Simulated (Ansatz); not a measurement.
The figure comes from a scan of SiO2 (rutile): one O atom of a 6-atom cell moves by u along (1.00, 0.00, 0.00) and v along (0.00, 1.00, 0.00). Calculation: r2SCAN (plane waves to 500 eV, PAW, scalar-relativistic; Ansatz, a quantum-chemistry and plane-wave program). k mesh 7×7×10 (Γ-centred), Fermi-Dirac smearing 0.05 eV. The energy includes the smearing's −TS. Points where atoms come too close for the PAW data are left out (x in tables, blank in figures). SiO2 was relaxed with its symmetry unable to fall. ΔE is measured from the undisplaced structure. Axes are in Å.

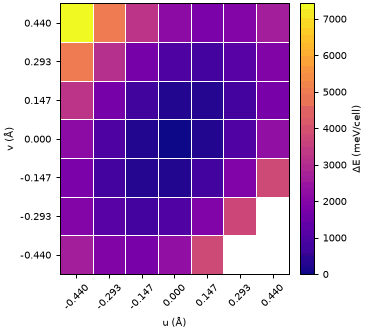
Fig. 1. ΔE (meV/cell), one tile a computed point.

Task: List the plotted points as numbers.

Result: To the nearest 1000:

ΔE (meV/cell), with u across and v down:

| v \ u | -0.440 | -0.293 | -0.147 | 0.000 | 0.147 | 0.293 | 0.440 |
|---|---|---|---|---|---|---|---|
| -0.440 | 3000 | 2000 | 2000 | 2000 | 4000 | x | x |
| -0.293 | 2000 | 1000 | 1000 | 1000 | 2000 | 4000 | x |
| -0.147 | 2000 | 1000 | 0 | 0 | 1000 | 2000 | 4000 |
| 0.000 | 2000 | 1000 | 0 | 0 | 0 | 1000 | 2000 |
| 0.147 | 3000 | 2000 | 1000 | 0 | 0 | 1000 | 2000 |
| 0.293 | 5000 | 3000 | 2000 | 1000 | 1000 | 1000 | 2000 |
| 0.440 | 7000 | 5000 | 3000 | 2000 | 2000 | 2000 | 3000 |

(A displaced cell: forces are minus the slopes of the energy, force constants its curvatures, and phonons follow from these.)
